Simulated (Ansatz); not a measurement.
**BHBr (SMILES [BH]Br): UB3LYP/STO-3G**

Aim: the energy change on altering one bond length of BHBr at UB3LYP/STO-3G, from 2 runs. 

The results are computed with Ansatz 0.2.0.

50 further runs of the same task are left out: 6 that didn't finish, 44 set aside as unsound or not needed.

**1. Starting point**

The species is BHBr (3 atoms), meant as a doublet with charge 0. SMILES: `[BH]Br`. The shape is that of a PBE0-D4/def2-TZVP optimisation.

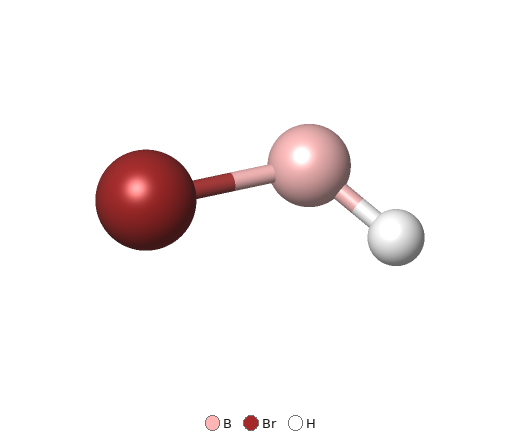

Viewed from a chosen angle; boron pink, bromine red, hydrogen white.

**2. A single-point energy at UB3LYP/STO-3G**

Input file input.yaml:

```yaml
crystal:
  periodic: [false, false, false]
  atoms:
    - {symbol: B, position_ang: [-0.094500, -0.523000, -0.115700]}
    - {symbol: Br, position_ang: [1.181000, 0.563200, 0.709800]}
    - {symbol: H, position_ang: [-1.097400, -0.105000, -0.607300]}
basis:
  gaussian:
    orbitals: STO-3G
total_charge: 0
magnetization:
  spin_polarized: true
  initial_magnetization: 1
accuracy: high
hamiltonian:
  xc: {name: B3LYP}
```

Started as:

```bash
ansatz run input.yaml --threads 1 --pin off --max-ram 2610MiB --events-out events.jsonl --progress --plain --runs-dir runs
```

Standard output:

```text
Warning: RAYON_NUM_THREADS=1 ignored (pool sized by the plan → 1); use --threads N
Functional definition: B3LYP
  name "B3LYP"
  parameter a0 = 0.2
  parameter ax = 0.72
  parameter ac = 0.81
  exchange = (1 - a0 - ax)*slater_x + ax*b88_x + a0*exact_x
  correlation = (1 - ac)*vwn_rpa_c + ac*lyp_c
321 factors; integrals over basis functions are off by at most 9.4e-9 eV
mean field evaluation 1: about -69961.7247 eV, gradient 5.2e0 eV
mean field evaluation 2: about -69961.8573 eV, gradient 4.7e0 eV
mean field evaluation 4: about -69962.0526 eV, gradient 1.4e-1 eV
mean field evaluation 8: about -69962.0352 eV, gradient 7.9e-4 eV
mean field evaluation 16: about -69962.0352 eV, gradient 8.4e-8 eV
mean field -69962.03519184 eV, -2571.0573713296 hartree, gradient 8.4e-8 eV, S^2 0.752315; 0 other end points of the search recorded, 0 dependent functions left out
reference -69962.03521457 eV, -2571.0573721647 hartree; 21, 20 occupied and 3, 4 virtual orbitals, 321 factors
Total energy: -69962.03521457 eV, -2571.0573721647 hartree
```

It took 1.6 s on 1 thread of Arm Neoverse V1, shared host; peak memory 0.12 GiB.

**3. The distorted shape at the same level**

Input file run.yaml:

```yaml
crystal:
  periodic: [false, false, false]
  atoms:
    - {symbol: B, position_ang: [0.156223, -0.627499, 0.007199]}
    - {symbol: Br, position_ang: [1.431723, 0.458701, 0.832699]}
    - {symbol: H, position_ang: [-1.097400, -0.105000, -0.607300]}
basis:
  gaussian:
    orbitals: STO-3G
magnetization:
  spin_polarized: true
  initial_magnetization: 1
hamiltonian:
  xc: {name: B3LYP}
accuracy: high
```

Started as:

```bash
ansatz run run.yaml --threads 1 --pin off --max-ram 2610MiB --events-out events.jsonl --progress --plain --runs-dir runs
```

Standard output, shortened:

```text
Warning: RAYON_NUM_THREADS=1 ignored (pool sized by the plan → 1); use --threads N
[... 7 set-up lines as earlier in the session ...]
319 factors; integrals over basis functions are off by at most 9.5e-9 eV
mean field evaluation 1: about -69960.6042 eV, gradient 6.6e0 eV
mean field evaluation 2: about -69960.6625 eV, gradient 7.4e0 eV
mean field evaluation 4: about -69961.1261 eV, gradient 2.8e-1 eV
mean field evaluation 8: about -69961.0952 eV, gradient 6.1e-3 eV
mean field evaluation 16: about -69961.0952 eV, gradient 8.7e-8 eV
mean field -69961.09518936 eV, -2571.0228268756 hartree, gradient 8.6e-8 eV, S^2 0.752357; 0 other end points of the search recorded, 0 dependent functions left out
reference -69961.09521273 eV, -2571.0228277342 hartree; 21, 20 occupied and 3, 4 virtual orbitals, 319 factors
Total energy: -69961.09521273 eV, -2571.0228277342 hartree
```

Wall time 1.6 s (1 thread of Arm Neoverse V1, shared host); peak memory 0.12 GiB.

**4. Results**

Level: UB3LYP/STO-3G.

| quantity | value |
| --- | --- |
| first shape: total energy | -2571.05737 Eh |
| first shape: ⟨S²⟩ | 0.752 |
| distorted shape: total energy | -2571.02283 Eh |
| distorted shape: ⟨S²⟩ | 0.752 |
| energy change with the B1–H3 bond stretched from 1.193 to 1.491 Å | 0.940 eV |

**Reading.** With the B1–H3 bond stretched from 1.193 to 1.491 Å the energy rises by 0.94 eV (21.7 kcal/mol). The first shape isn't relaxed at this level, so the change isn't measured from a minimum. The minimal basis adds a large error of its own.
